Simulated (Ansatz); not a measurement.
# A failed many-body run on Si3N4 (Fd-3m)

What is wrong with this input for Si3N4 (Fd-3m)?

Main program and level: Ansatz 0.2.0; G0W0 on PBE, plane waves, PAW.

**1. The starting structure**

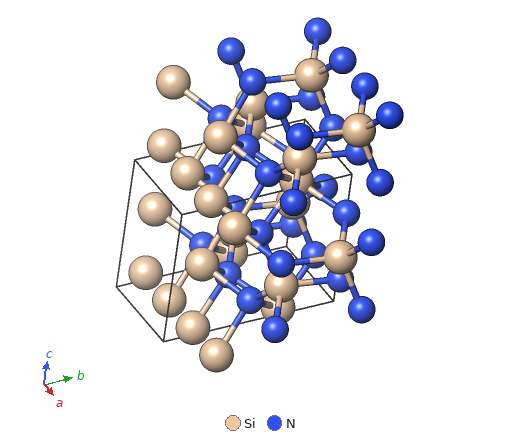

Start, viewed slightly off an axis; silicon light orange, nitrogen blue. 2×1×2 cells are drawn. Bonds to atoms that aren't drawn are left out.

As a file:

```
Si N
1.0
     0.00000    3.89372    3.89372
     3.89372    0.00000    3.89372
     3.89372    3.89372    0.00000
Si N
6 8
Direct
  0.12500 0.12500 0.62500
  0.12500 0.62500 0.12500
  0.62500 0.12500 0.12500
  0.12500 0.12500 0.12500
  0.75000 0.75000 0.75000
  0.50000 0.50000 0.50000
  0.36756 0.36756 0.36756
  0.35269 0.88244 0.88244
  0.88244 0.88244 0.35269
  0.88244 0.35269 0.88244
  0.36756 0.36756 0.89731
  0.36756 0.89731 0.36756
  0.88244 0.88244 0.88244
  0.89731 0.36756 0.36756
```

The cell and positions are those that the Materials Project relaxed with its own functionals (PBE, PBE+U or r2SCAN), kept fixed. This is not the form that Si3N4 usually takes at ambient conditions. The default PAW set here is soft_2. Its files were made with PBE.

**2. First try**

File input.yaml:

```yaml
crystal:
  lattice:
    - [0.0, 3.893718, 3.893718]
    - [3.893718, 0.0, 3.893718]
    - [3.893718, 3.893718, 0.0]
  atoms:
    - { symbol: Si, position: [0.125, 0.125, 0.625] }
    - { symbol: Si, position: [0.125, 0.625, 0.125] }
    - { symbol: Si, position: [0.625, 0.125, 0.125] }
    - { symbol: Si, position: [0.125, 0.125, 0.125] }
    - { symbol: Si, position: [0.75, 0.75, 0.75] }
    - { symbol: Si, position: [0.5, 0.5, 0.5] }
    - { symbol: "N", position: [0.367563, 0.367563, 0.367563] }
    - { symbol: "N", position: [0.352689, 0.882437, 0.882437] }
    - { symbol: "N", position: [0.882437, 0.882437, 0.352689] }
    - { symbol: "N", position: [0.882437, 0.352689, 0.882437] }
    - { symbol: "N", position: [0.367563, 0.367563, 0.897311] }
    - { symbol: "N", position: [0.367563, 0.897311, 0.367563] }
    - { symbol: "N", position: [0.882437, 0.882437, 0.882437] }
    - { symbol: "N", position: [0.897311, 0.367563, 0.367563] }
kpoints:
  mp_grid: { grid: [2, 2, 2] }
hamiltonian:
  xc: pbe
scf:
  occupations: { method: fixed }
gw:
  n_empty_bands: 124
  ecut_chi: 60
  qp_bands: [v4, c4]
  qp_kpoints: band_edges
  screening: { model: contour_deformation }
  q_mesh: [3, 3, 3]
```

Launch:

```bash
> ansatz run input.yaml --threads 2 --pin off --max-ram 73728MiB --backend cpu --events-out ev --progress --plain --runs-dir out
```

Numbers of over 12 decimals in the logs are rounded to 6 here.

The log of the run:

```text
Error: 3 input errors — fix all and re-run
  1. invalid value for `gw.q_mesh`: axis 0: q-mesh dimension 3 must divide 2, the k-mesh dimension that kpoints.mp_grid.grid gives — every k−q must land on a point of the k-mesh
  2. invalid value for `gw.q_mesh`: axis 1: q-mesh dimension 3 must divide 2, the k-mesh dimension that kpoints.mp_grid.grid gives — every k−q must land on a point of the k-mesh
  3. invalid value for `gw.q_mesh`: axis 2: q-mesh dimension 3 must divide 2, the k-mesh dimension that kpoints.mp_grid.grid gives — every k−q must land on a point of the k-mesh
```

The job ended after 0.06 s (2 threads of AMD EPYC 7R13 (Zen 3), shared host; peak memory 0.037 GiB; 0.04 s of CPU time).

**What went wrong?**

The program refused the input before any cycle.

The program's message: “Error: 3 input errors — fix all and re-run”

The fault: q mesh that doesn't divide the k mesh. Each q must join two points of the k mesh.

**3. A better input**

Now the one-shot GW correction: screening in the RPA, then the self-energy of the levels asked for.

input.yaml, as its differences from that of step 2:

```diff
@@ -21,3 +21,3 @@
 kpoints:
-  mp_grid: { grid: [2, 2, 2] }
+  mp_grid: { grid: [4, 4, 4] }
 hamiltonian:
@@ -27,4 +27,4 @@
 gw:
-  n_empty_bands: 124
-  ecut_chi: 60
+  n_empty_bands: 492
+  ecut_chi: 150
   qp_bands: [v4, c4]
@@ -32,2 +32 @@
   screening: { model: contour_deformation }
-  q_mesh: [3, 3, 3]
```

Launch:

```bash
> ansatz run input.yaml --threads 2 --pin off --max-ram 73728MiB --backend cuda --events-out ev --progress --plain --runs-dir out --devices 1 --max-vram 13GiB
```

The log of the run:

```text
GPUs: using 1 of 1 available (devices: 1).
[...]
device memory: the entry about to start is reckoned to put 1.8 GiB on a device that reports 52.2 GiB free (of which the cap on the GPU budget leaves the run 13.0 GiB)
GPU FFT provider: cuFFT
GPU libraries: cuBLAS 13.8.2, cuFFT 12.4.0, cuSOLVER 12.3.4
Crystal: 14 atoms, lattice volume = 118.066 Å³
Basis set: ecut = 420 eV, 2277 PW (Γ)
Bands: 46, of which v1, the nominal top of the filled ones, is band 32 counted from 1 (31 counted from 0)
Symmetry: 48 space group operations
[...]
k-points: 8 of 64
[...]
GPU buffer pool allocated for 64000 grid points (all kernels)
GPU transforms: local potential and band sums: pruned to the plane-wave sphere, on 40×40×40
[...]
SCF iter   1: F=—  HF=-6899.811041 eV  |F-HF|=—  |Δ(HF+E_count)|=         —  Δρ=4.05e-3  dr2=3.40e-2  ethr=1.77e-3  ⟨swp⟩=5.0  Hψ=1515  notcnv=0  defer=92
[...]
0    29     10.8233   -22.1128     3.1284   -18.2049  0.7982    10.0396    10.0436  root
     0    30     10.9398   -22.4853     3.0309   -18.6930  0.8003    10.1747    10.1784  root
     0    31     10.9398   -22.4853     3.0309   -18.6930  0.8003    10.1747    10.1784  root
     0    32     10.9398   -22.4853     3.0309   -18.6930  0.8003    10.1747    10.1784  root
     0    33     14.3242    -8.5612    -4.2399   -13.3697  0.8358    14.8943    14.8928  root
     0    34     14.3242    -8.5612    -4.2399   -13.3697  0.8358    14.8943    14.8928  root
     0    35     14.3242    -8.5612    -4.2399   -13.3697  0.8358    14.8943    14.8928  root
     0    36     15.8599    -9.3723    -4.6528   -14.8602  0.8298    16.6988    16.6950  root
[...]
7    33     17.6238    -8.0740    -4.8474   -13.6366  0.8191    18.3429    18.3391  root
     7    34     17.6238    -8.0740    -4.8474   -13.6366  0.8191    18.3429    18.3391  root
     7    35     18.1337    -8.3441    -5.0473   -14.2085  0.8154    18.9560    18.9508  root
     7    36     18.1337    -8.3441    -5.0473   -14.2085  0.8154    18.9560    18.9508  root
[key lines of the parts left out:]
SCF converged after 6 iterations
Free energy (F): -6899.797638 eV
Fermi energy:    10.952125 eV
```

The job ended after 19 s (1 × NVIDIA H100 80GB HBM3 (shared by 6 runs) with 2 threads; peak memory 1.7 GiB; 24 s of CPU time).

Numbers from this step:

* bands summed: 524
* RPA ε∞ on this mesh (eigenvalues): 5.067, 5.067, 5.067
* plane waves in the screening matrix: 531
* q-points in the mesh: 64
* G0W0 gap on the mesh: 4.692 eV
* k of the valence top: 0, 0.25, -0.25
* k of the conduction bottom: 0, 0, 0
* starting gap on the mesh: 3.372 eV
* Z at the valence top: 0.7997
* Z at the conduction bottom: 0.8358
* least direct G0W0 gap on the computed points: 4.714 eV

The gap on the mesh goes from 3.37 eV to 4.69 eV, a correction of +1.32 eV. Between the two edge states, bare exchange in place of the xc potential would open the gap by 8.60 eV, and correlation takes back 7.28 eV.

**4. Summary of results**

* first try: refused after 0.06 s
* better run: G0W0 gap on the mesh 4.69 eV (4×4×4 mesh, 492 empty bands, screening to 150 eV)

The second run differs in: mesh, empty bands, screening cutoff (eV) and q mesh. Bands and cutoff are finite, so the gap is not at the basis limit. The miss can reach some tenths of an eV and take either sign; the mesh is an error of its own.

[Paths, hosts, dates, memory and timing lines, banners, echoed tables and standing remarks are left out of the program output.]

[Logs are printed without paths, hosts, clocks, repeated set-up lines and the standing remarks that a program may print on its own settings, such as how far it seeks lower states.]

[Runs of the session that timed out or met a known fault of the program may be left out.]

[Cells called generated may have been cut or substituted from an entry of the Crystallography Open Database or the Materials Project.]

[No measured gap is set beside runs whose start may be inverted or whose files or cutoffs have a known fault.]

[Hosts, paths, dates, database ids (printed as entryN), source tags and the programs' standing remarks are cut or masked in the printed files.]
